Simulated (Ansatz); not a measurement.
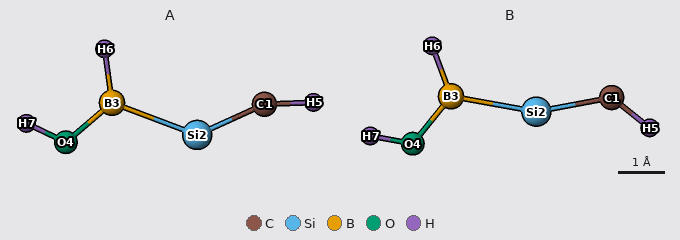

Two geometries of CH3BOSi, drawn at one scale. One is the start of a relaxation, the other its converged end. A ball-and-stick model, seen face on.

Computed with RKS B3LYP/def2-SVP in Ansatz. (no spin polarisation; force threshold 0.02 eV/Å; at most 40 steps)

Q: Which geometry has the lower energy?

A: Structure A is the relaxed one. The run prepares the start of a later molecular dynamics calculation, from a guessed geometry. Over 8 accepted moves (9 points after the start) the energy falls by 8.75 kcal/mol. Largest force component: 2.8 eV/Å at the start, 0.013 eV/Å at the end. The line search rejected the trial step at point 4 of the run. The largest move after the best rigid fit is that of H5, 0.57 Å. By element the largest moves are H 0.57 Å, Si 0.52 Å, C 0.22 Å, O 0.16 Å, B 0.15 Å. Some distances before and after: Si2–B3 1.918 → 2.015 Å, C1–Si2 1.696 → 1.636 Å, B3–H6 1.193 → 1.207 Å, O4–H7 0.956 → 0.968 Å. Among the angles between lasting bonds that change: Si2–C1–H5 130.8° → 157.6°, C1–Si2–B3 159.2° → 134.7°, B3–O4–H7 118.5° → 113.7°. The run took 29 s on 1 thread of Arm Neoverse V1, on a shared host, peak memory 0.16 GiB.
